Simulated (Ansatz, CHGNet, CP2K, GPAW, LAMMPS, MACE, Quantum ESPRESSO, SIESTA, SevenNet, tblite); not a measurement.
# CP2K runs on amorphous 73P2O5-20PbO-7Al2O3 (mol %) (88 atoms)

How do the settings of CP2K change the result for amorphous 73P2O5-20PbO-7Al2O3 (mol %) (88 atoms)? A plane-wave run serves as the yardstick.

Main program and level: CP2K 2026.2; the method is named at each step.

### 1. Starting point

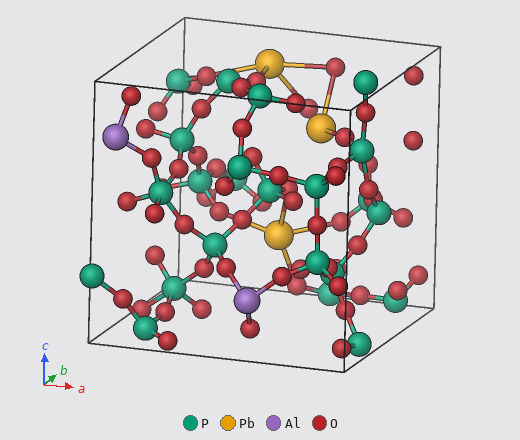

Start, viewed from a free direction; phosphorus teal, lead orange, aluminium purple, oxygen red. Bonds to atoms that aren't drawn are left out. Some periodic images of atoms are drawn too.

The cell holds 88 atoms: 22 P, 3 Pb, 2 Al and 61 O. Cell: a = 10.812 Å, b = 10.812 Å, c = 10.812 Å, α = 90.0°, β = 90.0°, γ = 90.0°. 88 atoms (22 P, 3 Sr, 2 Al, 61 O) placed at random at 2.63 g/cm³, melted at 5000 K for 10 ps at fixed volume with the Morse and Coulomb pair potential with partial charges (Pedone, Malavasi, Menziani, Cormack and Segre, J. Phys. Chem. B 110, 11780 (2006)). Quenched from 5000 K to 300 K at 10 K/ps and fixed volume, held 10 ps at zero pressure, then minimised at fixed cell. Then Sr was replaced by Pb and the cell scaled by 1.008 (the potential has no terms for the new elements, so the cell is a start for a DFT relaxation).

The yardstick, on the same geometry:

- method: Kohn-Sham DFT, PBE, SSSP efficiency 1.3.0 pseudopotentials, plane waves (Quantum ESPRESSO 7.5); sssp-pbe-1.3.0-efficiency, cutoffs 60/480 Ry, Γ point
- r.m.s. force component: 1.327 eV/Å
- longest force: 5.957 eV/Å
- pressure: -1.484 GPa
- gap (highest filled to lowest empty level): 0.8821 eV
- time: 3.6 min on 4 MPI ranks of Arm Neoverse V2, shared host
- CPU time: 14 min

### 2. PBE, DZVP-MOLOPT-SR, 600/50 Ry, OT DIIS

Method: Kohn-Sham DFT, PBE, GTH-PBE pseudopotentials, Gaussian and plane waves, DZVP-MOLOPT-SR-GTH, orbital transformation.

input.inp

```
&GLOBAL
  PROJECT cell
  RUN_TYPE ENERGY_FORCE
  PRINT_LEVEL LOW
&END GLOBAL
&FORCE_EVAL
  METHOD QS
  STRESS_TENSOR ANALYTICAL
  &DFT
    BASIS_SET_FILE_NAME BASIS_MOLOPT
    POTENTIAL_FILE_NAME GTH_POTENTIALS
    &MGRID
      CUTOFF 600
      REL_CUTOFF 50
      NGRIDS 5
    &END MGRID
    &QS
      EPS_DEFAULT 1.0E-12
    &END QS
    &SCF
      SCF_GUESS ATOMIC
      EPS_SCF 1.0E-06
      MAX_SCF 30
      &OT
        MINIMIZER DIIS
        PRECONDITIONER FULL_ALL
        ENERGY_GAP 0.001
      &END OT
      &OUTER_SCF
        EPS_SCF 1.0E-06
        MAX_SCF 8
      &END OUTER_SCF
      &PRINT
        &RESTART OFF
        &END RESTART
      &END PRINT
    &END SCF
    &XC
      &XC_FUNCTIONAL PBE
      &END XC_FUNCTIONAL
    &END XC
    &PRINT
      &MULLIKEN ON
      &END MULLIKEN
      &LOWDIN ON
      &END LOWDIN
      &HIRSHFELD ON
      &END HIRSHFELD
      &MO_CUBES
        NHOMO 1
        NLUMO 4
        WRITE_CUBE F
      &END MO_CUBES
    &END PRINT
  &END DFT
  &SUBSYS
    &CELL
      A 10.81220 0.00000 0.00000
      B 0.00000 10.81220 0.00000
      C 0.00000 0.00000 10.81220
    &END CELL
    &COORD
      P 8.84654 2.12395 3.80092
      P 5.76993 4.99502 5.73133
      P 9.93101 8.64479 0.76475
      P 9.96269 4.23784 0.03200
      P 2.52011 10.10897 4.61919
      P 5.74258 1.32558 7.58043
      P 2.00491 5.03416 7.39457
      P 1.93052 1.33152 0.50980
      P 9.86711 6.52776 4.89685
      P 8.72253 2.15466 6.92575
      P 0.06628 0.04336 2.77171
      P 4.08907 3.32800 3.69583
      P 3.77573 5.40837 9.92787
      P 6.91700 9.35180 0.53704
      P 0.55175 8.61030 8.78362
      P 8.50250 4.97977 2.60401
      P 9.58415 5.08292 7.76846
      P 2.06275 7.16243 5.17483
      P 2.05789 4.34304 1.43759
      P 8.53926 9.28671 4.61292
      P 5.89719 3.10743 10.10887
      P 2.13400 2.20655 5.91535
      Pb 6.81255 8.06666 7.66607
      Pb 4.15556 9.29049 9.73660
      Pb 5.32079 7.53524 3.21977
      Al 0.59954 0.97083 8.34280
      Al 6.17852 1.35888 2.11292
      O 9.73390 2.75754 0.19440
      O 10.46318 8.64998 10.10616
      O 5.35280 10.68105 7.68574
      O 10.42145 7.46204 1.51663
      O 5.84053 8.39730 0.98294
      O 0.65565 4.50771 0.36956
      O 3.41136 4.04074 2.49394
      O 9.14474 7.88836 5.02465
      O 2.20796 8.72263 5.35085
      O 7.04674 5.31560 2.54671
      O 9.22281 5.90206 3.63712
      O 6.85818 9.49873 9.83651
      O 9.11587 4.91155 1.17799
      O 5.96228 2.44031 0.66722
      O 1.27130 10.29667 3.66761
      O 0.69295 2.30581 5.36588
      O 1.12112 0.84119 1.75147
      O 0.00605 7.74597 7.68196
      O 6.69372 10.70408 1.21702
      O 7.58292 1.48743 3.23317
      O 3.04472 6.78487 4.12139
      O 9.09468 3.59808 7.39760
      O 1.90241 8.11553 9.25719
      O 2.76046 5.11179 8.74653
      O 2.99941 2.67797 4.58351
      O 1.12090 1.23443 10.03210
      O 0.57251 6.89267 4.78786
      O 0.48482 4.97361 7.69537
      O 8.47709 6.14101 7.94891
[... 28 atom lines left out ...]
      O 3.17187 0.48785 0.33010
      O 4.73704 4.17124 10.07297
      O 3.77778 9.89457 3.84460
      O 4.50674 6.68129 9.66827
    &END COORD
    &KIND P
      BASIS_SET DZVP-MOLOPT-SR-GTH-q5
      POTENTIAL GTH-PBE-q5
    &END KIND
    &KIND Pb
      BASIS_SET DZVP-MOLOPT-SR-GTH-q4
      POTENTIAL GTH-PBE-q4
    &END KIND
    &KIND Al
      BASIS_SET DZVP-MOLOPT-SR-GTH-q3
      POTENTIAL GTH-PBE-q3
    &END KIND
    &KIND O
      BASIS_SET DZVP-MOLOPT-SR-GTH-q6
      POTENTIAL GTH-PBE-q6
    &END KIND
  &END SUBSYS
  &PRINT
    &FORCES ON
    &END FORCES
    &STRESS_TENSOR ON
    &END STRESS_TENSOR
  &END PRINT
&END FORCE_EVAL
```

Started as:

```console
$ OMP_NUM_THREADS=1 mpirun -np 4 cp2k.psmp -i input.inp > output.txt
```

Numbers of over 12 decimals in the logs are rounded to 6 here.

Log:

```text
CP2K| version string:                                       CP2K version 2026.2
 CP2K| Input file name                                                 input.inp
 GLOBAL| Basis set file name                                        BASIS_MOLOPT
 GLOBAL| Potential file name                                      GTH_POTENTIALS
 GLOBAL| Run type                                                   ENERGY_FORCE
 GLOBAL| Total number of message passing processes                             4
 GLOBAL| Number of threads for this process                                    1
 TOTAL NUMBERS AND MAXIMUM NUMBERS
  Total number of            - Atomic kinds:                                   4
                             - Atoms:                                         88
                             - Shell sets:                                    88
                             - Shells:                                       440
                             - Primitive Cartesian functions:                416
                             - Cartesian basis functions:                   1232
                             - Spherical basis functions:                   1144
  Maximum angular momentum of- Orbital basis functions:                        2
                             - Local part of the GTH pseudopotential:          2
                             - Non-local part of the GTH pseudopotential:      4
 SCF PARAMETERS         Density guess:                                    ATOMIC
                        max_scf:                                              30
                        eps_scf:                                        1.00E-06
                        Outer loop SCF in use
                        eps_scf                                         1.00E-06
                        max_scf                                                8
 Extrapolation method: initial_guess
 Number of electrons:                                                        494
[... lines left out ...]
  Step     Update method      Time    Convergence         Total energy    Change
[... lines left out ...]
  Total energy:                                             -1139.084045
[... lines left out ...]
  stepsize       :    0.15000000                  energy_gap     :    0.00100000
  eps_taylor     :   0.10000E-15                  max_taylor     :             4
  ----------------------------------- OT ---------------------------------------
  Step     Update method      Time    Convergence         Total energy    Change
[...]
5 OT DIIS     0.15E+00    2.4     0.00000281     -1139.0868973849 -4.94E-07
     6 OT DIIS     0.15E+00    2.4     0.00000096     -1139.0868974543 -6.94E-08
  *** SCF run converged in     6 steps ***
  Electronic density on regular grids:       -494.0000000001       -0.0000000001
  Core density on regular grids:              493.9999999997       -0.0000000003
  Total charge density on r-space grids:       -0.0000000004
  Total charge density g-space grids:          -0.0000000004
  Overlap energy of the core charge distribution:               3.62998e-06
  Self energy of the core charge distribution:              -2927.129359
  Core Hamiltonian energy:                                    822.027503
  Hartree energy:                                            1226.748682
  Exchange-correlation energy:                               -260.733727
  Total energy:                                             -1139.086897
  outer SCF iter =    2 RMS gradient =   0.96E-06 energy =      -1139.0868974543
  outer SCF loop converged in   2 iterations or   36 steps
 !-----------------------------------------------------------------------------!
                     Mulliken Population Analysis
 #  Atom  Element  Kind  Atomic population                           Net charge
       1     P        1          4.163710                              0.836290
       2     P        1          4.383785                              0.616215
       3     P        1          4.298271                              0.701729
[...]
# Total charge                            494.000000                 -0.000000
 !-----------------------------------------------------------------------------!
 !-----------------------------------------------------------------------------!
                           Hirshfeld Charges
  #Atom  Element  Kind  Ref Charge     Population                    Net charge
      1       P      1       5.000          4.052                         0.948
      2       P      1       5.000          4.288                         0.712
      3       P      1       5.000          4.200                         0.800
[...]
87       O      4       6.000          6.394                        -0.394
     88       O      4       6.000          6.329                        -0.329
  Total Charge                                                           -0.000
 !-----------------------------------------------------------------------------!
 LOWDIN POPULATION ANALYSIS
 #  Atom  Element  Kind  Atomic population                           Net charge
[...]
87     O        4          6.515262                             -0.515262
      88     O        4          6.484792                             -0.484792
 # Total charge                            494.000000                 -0.000000
  Eigenvalues of the occupied subspace spin            1
      -0.83085361     -0.82197104     -0.81000261     -0.79987980
      -0.79428754     -0.78439588     -0.77441434     -0.77301606
      -0.76659071     -0.75574660     -0.75012840     -0.74698007
[...]
0.08564939      0.09416345      0.09718339      0.10139903
       0.10418515      0.11316901      0.12996696
 Fermi Energy [eV] :    3.536581
  Using OT eigensolver for additional unoccupied orbitals spin            1
  Lowest Eigenvalues of the unoccupied subspace spin            1
 OT| Eigensolver reached convergence in 181 iterations
       0.14964557      0.15432120      0.17227653      0.18277899
 HOMO - LUMO gap [eV] :    0.535482
 ENERGY| Total FORCE_EVAL ( QS ) energy [hartree]          -1139.086897
 FORCES| Atomic forces [hartree/bohr]
 FORCES|   Atom     x               y               z               |f|
 FORCES|      1 -5.24763635E-02 -1.54552358E-02 -2.72396404E-02   6.11116278E-02
 FORCES|      2  4.83580533E-02 -2.87396068E-02  8.84474573E-02   1.04820890E-01
 FORCES|      3  3.33446377E-02 -6.69509113E-02  2.27563867E-02   7.81801926E-02
[...]
FORCES|     87 -3.45792598E-03 -5.63588617E-03  2.79648055E-03   7.17918996E-03
 FORCES|     88 -9.84314106E-03 -7.74588839E-03  1.11068510E-02   1.67406198E-02
 FORCES| Sum    -1.24498726E-02  5.02342833E-03  1.52621482E-02
 FORCES| Total atomic force                                       2.03265179E-02
 STRESS| Analytical stress tensor [bar]
 STRESS|                        x                   y                   z
 STRESS|      x       -1.26319263333E+04   5.83545528841E+03   5.31339943914E+03
 STRESS|      y        5.83545528841E+03   4.35939752325E+03  -8.86368401048E+02
 STRESS|      z        5.31339943914E+03  -8.86368401048E+02  -1.68048139639E+04
 STRESS| 1/3 Trace                                            -8.35911425798E+03
```

The job ended after 97 s (4 MPI ranks of Arm Neoverse V2, shared host; peak memory 2.7 GiB; 6.5 min of CPU time).

Banners, paths, timers and routine set-up lines are dropped from the logs unmarked, and long logs keep their key lines alone; longer cuts are marked.

Numbers from this run, and their distance from the reference:

- r.m.s. force component: 1.463 eV/Å
- r.m.s. difference of force components: 170.8 meV/Å
- longest difference of force vectors: 728.2 meV/Å
- force difference over r.m.s. force: 12.87 %
- slope of forces against the reference's: 1.099
- correlation of force components: 0.9972
- gap (highest filled to lowest empty level): 0.5355 eV
- gap difference: -0.3466 eV
- pressure: -0.8359 GPa
- pressure difference: 0.6484 GPa

Length of the force difference by element (eV/Å):

```csv
element,atoms,mean,most
Al,2,0.10,0.11
O,61,0.20,0.37
P,22,0.43,0.73
Pb,3,0.096,0.13
```

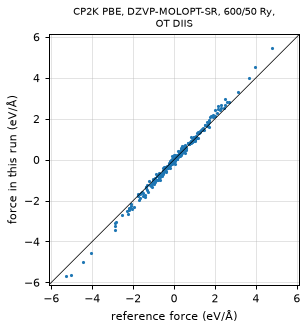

Force components against those of the reference; the line marks equality.

Local excerpt of 10 atoms (numbers count through the whole input) about P4, which bears the longest force; x, y, z are measured from there.

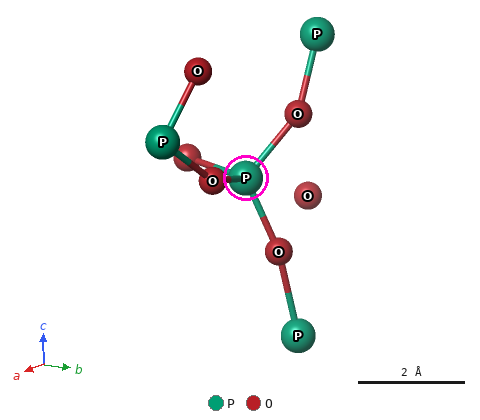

The atoms of the table, within 3.3 Å (arrows a, b, c point along x, y, z); some may hide others; the central atom is ringed.

```
atom      x      y      z  distance (Å)  Mulliken charge (e)     Fx     Fy  Fz (eV/Å)
  P4   0.00   0.00   0.00          0.00                 0.70   3.30  -5.66       0.18
 O28  -0.23  -1.48   0.16          1.51                -0.46  -0.58   1.11      -0.42
 O80  -0.18   0.59  -1.41          1.54                -0.31  -0.37   0.78      -0.38
 O33   1.51   0.27   0.34          1.57                -0.40   0.38   1.69      -1.86
 O40  -0.85   0.67   1.15          1.58                -0.23  -1.08   2.55       1.57
 O58  -2.77  -0.47  -1.06          3.00                -0.41  -1.00   0.12       0.01
 P16  -1.46   0.74   2.57          3.05                 0.77  -3.26   0.10      -1.79
 P17  -0.38   0.85  -3.08          3.21                 0.86  -1.73   2.61       1.85
 P19   2.91   0.11   1.41          3.23                 0.77  -5.00  -1.66       2.97
 O76   1.99   0.34   2.61          3.30                -0.42   1.28   0.55      -0.82
```

Forces lie 13 % from the reference's, at 0.45 times its CPU time.

The forces add up to 1.0 eV/Å instead of zero, usually a sign of too coarse a grid.

### 3. PBE, SZV-MOLOPT-SR, 600/50 Ry, OT DIIS

Method: Kohn-Sham DFT, PBE, GTH-PBE pseudopotentials, Gaussian and plane waves, SZV-MOLOPT-SR-GTH, orbital transformation.

Edit input.inp of step 2 so:

```diff
@@ -46,4 +46,2 @@
       &END LOWDIN
-      &HIRSHFELD ON
-      &END HIRSHFELD
       &MO_CUBES
@@ -61,7 +59,8 @@
     &END CELL
-    &COORD
-[... 88 atom lines left out: the same atoms as in the first run ...]
-    &END COORD
+    &TOPOLOGY
+      COORD_FILE_NAME structure.xyz
+      COORD_FILE_FORMAT XYZ
+    &END TOPOLOGY
     &KIND P
-      BASIS_SET DZVP-MOLOPT-SR-GTH-q5
+      BASIS_SET SZV-MOLOPT-SR-GTH-q5
       POTENTIAL GTH-PBE-q5
@@ -69,3 +68,3 @@
     &KIND Pb
-      BASIS_SET DZVP-MOLOPT-SR-GTH-q4
+      BASIS_SET SZV-MOLOPT-SR-GTH-q4
       POTENTIAL GTH-PBE-q4
@@ -73,3 +72,3 @@
     &KIND Al
-      BASIS_SET DZVP-MOLOPT-SR-GTH-q3
+      BASIS_SET SZV-MOLOPT-SR-GTH-q3
       POTENTIAL GTH-PBE-q3
@@ -77,3 +76,3 @@
     &KIND O
-      BASIS_SET DZVP-MOLOPT-SR-GTH-q6
+      BASIS_SET SZV-MOLOPT-SR-GTH-q6
       POTENTIAL GTH-PBE-q6
```

structure.xyz

```xyz
88

P 8.84654 2.12395 3.80092
P 5.76993 4.99502 5.73133
P 9.93101 8.64479 0.76475
P 9.96269 4.23784 0.03200
P 2.52011 10.10897 4.61919
P 5.74258 1.32558 7.58043
P 2.00491 5.03416 7.39457
P 1.93052 1.33152 0.50980
P 9.86711 6.52776 4.89685
P 8.72253 2.15466 6.92575
P 0.06628 0.04336 2.77171
P 4.08907 3.32800 3.69583
P 3.77573 5.40837 9.92787
P 6.91700 9.35180 0.53704
P 0.55175 8.61030 8.78362
P 8.50250 4.97977 2.60401
P 9.58415 5.08292 7.76846
P 2.06275 7.16243 5.17483
P 2.05789 4.34304 1.43759
P 8.53926 9.28671 4.61292
[... 64 atom lines left out ...]
O 3.17187 0.48785 0.33010
O 4.73704 4.17124 10.07297
O 3.77778 9.89457 3.84460
O 4.50674 6.68129 9.66827
```

Started as:

```console
$ OMP_NUM_THREADS=2 cp2k.psmp -i input.inp > output.txt
```

Log:

```text
CP2K| version string:                                       CP2K version 2026.2
 CP2K| Input file name                                                 input.inp
 GLOBAL| Basis set file name                                        BASIS_MOLOPT
 GLOBAL| Potential file name                                      GTH_POTENTIALS
 GLOBAL| Run type                                                   ENERGY_FORCE
 GLOBAL| Total number of message passing processes                             1
 GLOBAL| Number of threads for this process                                    2
[... lines left out ...]
  Total energy:                                             -1127.886405
[... lines left out ...]
  Step     Update method      Time    Convergence         Total energy    Change
[... lines left out ...]
  Total energy:                                             -1129.216703
[... lines left out ...]
  Step     Update method      Time    Convergence         Total energy    Change
[... lines left out ...]
  *** SCF run converged in     5 steps ***
[... lines left out ...]
  Total energy:                                             -1129.216703
[... lines left out ...]
  outer SCF loop converged in   3 iterations or   65 steps
[... lines left out ...]
 Fermi Energy [eV] :    4.835227
  Using OT eigensolver for additional unoccupied orbitals spin            1
  Lowest Eigenvalues of the unoccupied subspace spin            1
 OT| Eigensolver reached convergence in 59 iterations
       0.18249729      0.20470738      0.21252348      0.22594121
 HOMO - LUMO gap [eV] :    0.130777
 ENERGY| Total FORCE_EVAL ( QS ) energy [hartree]          -1129.216703
 FORCES| Atomic forces [hartree/bohr]
 FORCES|   Atom     x               y               z               |f|
 FORCES|      1 -6.71365598E-03 -3.50398569E-03 -2.48782484E-03   7.97122104E-03
 FORCES|      2  1.43536152E-02 -4.34323831E-02  4.20208601E-02   6.21140149E-02
 FORCES|      3  1.56367091E-02 -3.39478011E-02 -1.82327963E-02   4.15859921E-02
[...]
FORCES|     87  1.54594282E-01 -3.60402653E-02 -9.36227997E-02   1.84291946E-01
 FORCES|     88  8.36228217E-02  1.54881022E-01 -2.56082426E-02   1.77867055E-01
 FORCES| Sum    -1.61997354E-02  4.27459263E-03  1.61887056E-02
 FORCES| Total atomic force                                       2.32975913E-02
 STRESS| Analytical stress tensor [bar]
 STRESS|                        x                   y                   z
 STRESS|      x        3.90581012485E+05  -5.53093550943E+03  -6.04807050168E+03
 STRESS|      y       -5.53093550943E+03   3.97598850000E+05  -2.37825935128E+03
 STRESS|      z       -6.04807050168E+03  -2.37825935128E+03   3.92624617439E+05
 STRESS| 1/3 Trace                                             3.93601493308E+05
```

The job ended after 3.7 min (2 threads; peak memory 1.6 GiB).

Numbers from this run, and their distance from the reference:

- r.m.s. force component: 3.228 eV/Å
- r.m.s. difference of force components: 3046 meV/Å
- longest difference of force vectors: 9733 meV/Å
- force difference over r.m.s. force: 229.5 %
- slope of forces against the reference's: 0.8238
- correlation of force components: 0.3387
- gap (highest filled to lowest empty level): 0.1308 eV
- gap difference: -0.7513 eV
- pressure: 39.36 GPa
- pressure difference: 40.84 GPa

This is a coarse setting, run to see what it loses.

Against the first run (13 %), the force difference from the reference is 229 %, at 1.1 times the CPU time (on 2 against 4 cores) (65 SCF steps against 36), with 352 basis functions against 1144: the smaller basis costs accuracy.

The forces add up to 1.2 eV/Å instead of zero, usually a sign of too coarse a grid.

[end of part 1 of 2]

[Also dropped from logs without a mark: logging warnings of Python, and SIESTA's first energy breakdown and zero terms.]

[Logs are printed without paths, hosts, clocks, repeated set-up lines and the standing remarks that a program may print on its own settings, such as how far it seeks lower states.]

[Hosts, paths, dates, database ids (printed as entryN), source tags and the programs' standing remarks are cut or masked in the printed files.]
